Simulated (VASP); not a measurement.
Band structure of CuI (space group P4/nmm). Calculation: modified Becke-Johnson potential (mBJ) with spin-orbit coupling, VASP's PBE PAW potentials (set 64) (plane waves; VASP).

mBJ is a potential without an energy functional, so only the levels count. Without a dispersion term in the relaxation, distances and binding between the weakly bound layers, chains or molecules are unreliable, and so is what depends on them.

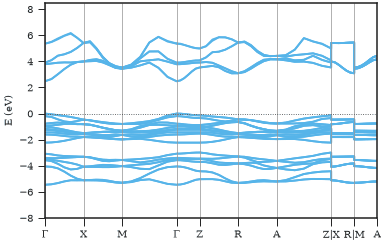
Figure: Bands along high-symmetry lines, zero at the valence-band maximum or, without a gap, the Fermi level

Question: Read the plot: is there a gap, and where are the band edges?

Answer: The gap is direct, 2.48 eV, from the valence maximum at Γ to the conduction minimum at Γ.

The structure comes from a computed database's CuI entry (P4/nmm); how it stands against other phases isn't given here. It was relaxed first, which changed the volume by +7 %. The cell's shape comes from a PBE relaxation.
